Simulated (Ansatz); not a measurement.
# A computed series for Nb3Sn: response to strain

Base system: Nb₃Sn in the A15 (Cr3Si type) structure (space group Pm-3n, No. 223; a = 5.259 Å). Axes: x, y, z lie along the cube axes.

Strains are applied to the cell and any free atomic positions relax; under biaxial strain the out-of-plane vector relaxes too.

The values are results of PBEsol (Ansatz, a quantum-chemistry and plane-wave program; PAW; 420 eV plane waves; no spin-orbit coupling), not measurements.

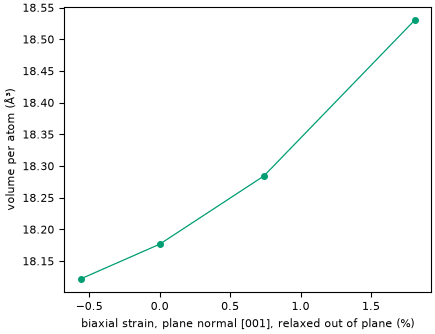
Fig. 1. Volume per atom against biaxial strain, plane normal [001], relaxed out of plane

From the plot, what is the volume per atom for biaxial strain −0.56 %, plane normal [001], relaxed out of plane?

About 18.12 Å³.

Is the trend monotonic over the range shown?

Yes, it rises throughout, spanning 18.12 Å³ to 18.53 Å³.

Without a gap, meshes like the base's 9×9×9 leave anisotropic stresses uncertain by several tenths of a GPa, and small strain energies with them. No phonon test of stability was made. The final runs are not spin-polarised.
